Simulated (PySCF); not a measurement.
System: C$_{3}$H$_{5}$O$_{3}$ (methoxyacetate) (charge −1).

Input file:

```
{"job": {"kind": "uv", "xc": "PBE0", "basis": "def2-SVPD", "nstates": 6, "ntriplets": 2}, "charge": -1, "multiplicity": 1}
C      1.446702    -0.304137     0.421361
O      0.302642    -1.101992     0.274434
C     -0.717393    -0.462250    -0.487019
C     -1.321417     0.915573     0.041474
O     -0.860770     1.391151     1.084724
O     -2.209887     1.355754    -0.699966
H      2.147791    -0.870357     1.038302
H      1.909240    -0.096408    -0.558256
H      1.200111     0.642818     0.907663
H     -0.353653    -0.284422    -1.514355
H     -1.537941    -1.183059    -0.534325
```

Command:

```sh
OMP_NUM_THREADS=1 python probes_run.py task.json out
```

Geometry: GFN2-xTB.

Level of theory: PySCF 2.14.0, PBE0/def2-SVPD, SCF density, gas phase.

What can the converged electron density and electron localisation function tell about the bonding?

C–O (1.24 Å): the density is about 3.1 e/Å³ at the midpoint; the ELF peaks at about 0.90 between the atoms; a polar covalent bond.
C–C (1.59 Å): ρ is about 1.5 e/Å³ halfway; the ELF peaks at about 0.95 between the atoms (localised, covalent bonding).
C–O (1.42 Å): the density is about 2 e/Å³ at the midpoint, with its minimum of 1.7 e/Å³ about 0.5 Å from C; the ELF peaks at about 0.90 between the atoms; a shared but strongly polarised pair.

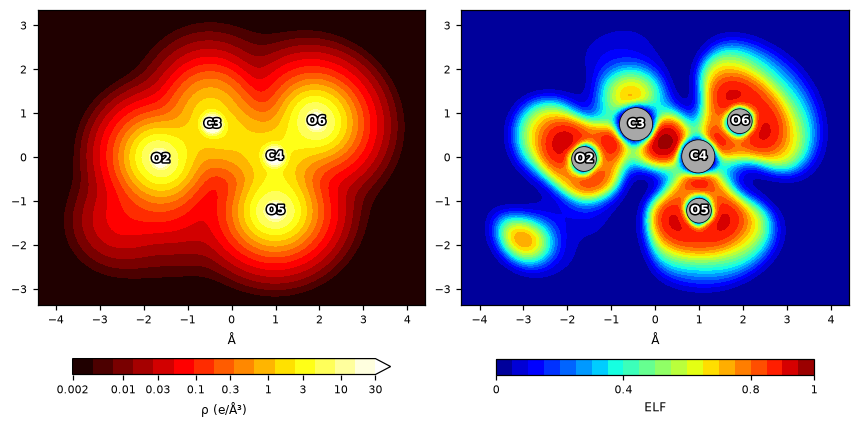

Computed electron density and electron localisation function on the plane of atoms O5, C4 and O6, in this order. Grey discs cover the atomic cores in the ELF map. 
